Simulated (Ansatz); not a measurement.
**From B to In: the vertical ionisation energy**

One atom is swapped for its congeners: BH(SeH)F; AlH(SeH)F; GaH(SeH)F; InH(SeH)F. All are singlets with charge 0.

Shapes, held fixed at every level: PBE0-D4/def2-TZVP. Flexible molecules stand in one conformer, not always the lowest. Programs: Ansatz 0.2.0. Values in eV.

| level | BH(SeH)F | AlH(SeH)F | GaH(SeH)F | InH(SeH)F |
| --- | --- | --- | --- | --- |
| HF/def2-TZVPP | 9.16 | 8.95 | 8.97 | 8.71 |
| PBE-D4/def2-TZVPP | 10.19 | 9.95 | 9.89 | 9.63 |
| r2SCAN-D4/def2-TZVPP | 10.23 | 10.00 | 9.96 | 9.70 |
| B3LYP-D4/def2-TZVPP | 10.28 | 10.04 | 10.03 | 9.78 |
| wB97M-V/def2-TZVPP | 10.17 | 9.94 | 9.93 | 9.68 |
| B2PLYP/def2-TZVPP | 10.19 | 9.95 | 9.95 | 9.70 |
| CCSD(T)/def2-TZVPP | 10.18 | 9.95 | 9.95 | 9.69 |

At CCSD(T)/def2-TZVPP the vertical ionisation energy falls at every step, from 10.18 to 9.69 eV. 5 of 7 levels show this order throughout; 7 agree on the largest and the smallest. For atoms past krypton def2 sets carry core potentials with scalar relativity. Relativity is left out for Ga, Se unless named. Correlated rows may include outer-core shells of Ga, In, Se, which these sets cover unevenly. Spin-orbit splitting of the cation, tenths of an eV on Br, I, Se and Te, is left out.

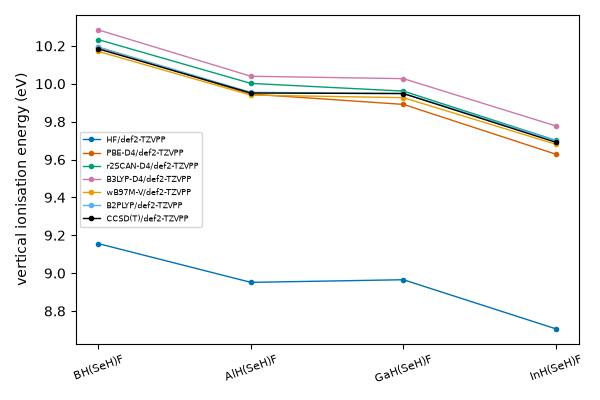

The trend along the series, level by level.
